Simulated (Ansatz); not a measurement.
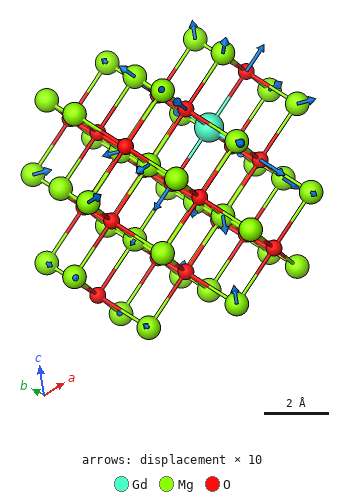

This is a relaxation of a defect cell of composition GdMg₂₆O₂₇ (cell charge +1). The starting structure is drawn; blue arrows show the displacements, magnified 10 times.

The picture is a ball-and-stick view of the atoms within 5.0 Å of the atom that moves most (axes of the cell of the calculation), seen slightly off an axis.

These are results of DFT, PBE, plane-wave PAW, default files, scalar-relativistic (Ansatz 0.2.0), not measurements. Set-up: plane-wave cutoff 420 eV; k-point mesh 3 × 3 × 3; occupations fermi dirac; smearing width 0.01 eV; collinear spin; atoms relaxed in a fixed cell; force threshold 0.03 eV/Å; at most 40 steps.

Q: Which element moves most?

A: Oxygen: up to 0.11 Å, against 0.07 Å for magnesium.

Q: What did the optimiser do to the structure, and how much energy did it gain?

A: The energy falls by 1.233 eV per cell of the calculation in 4 geometry steps. Largest force component: 2.5 eV/Å at the start, 0.0032 eV/Å at the end. The largest moves, 0.11 Å, are those of O atoms. By element the largest moves are O 0.11 Å, Mg 0.07 Å. Gd stays in place. The lattice vectors keep their values. Among the contacts that change: Gd–O 2.108 → 2.214 Å, Mg–O 2.109 → 2.030 Å, Gd–Mg 2.982 → 3.048 Å, Mg–O 2.109 → 2.156 Å. Among the angles between lasting bonds that change: O–Mg–O 180.0° → 176.0°, Mg–O–Mg 180.0° → 176.9°, O–Mg–O 90.0° → 87.1°. The run took 72 s on 4 threads of Intel(R) Xeon(R) 6975P-C (Granite Rapids), with other jobs on the host, peak memory 3.4 GiB.

Limits of the set-up: the cell is charged, on a uniform background, and energies carry no finite-size correction.
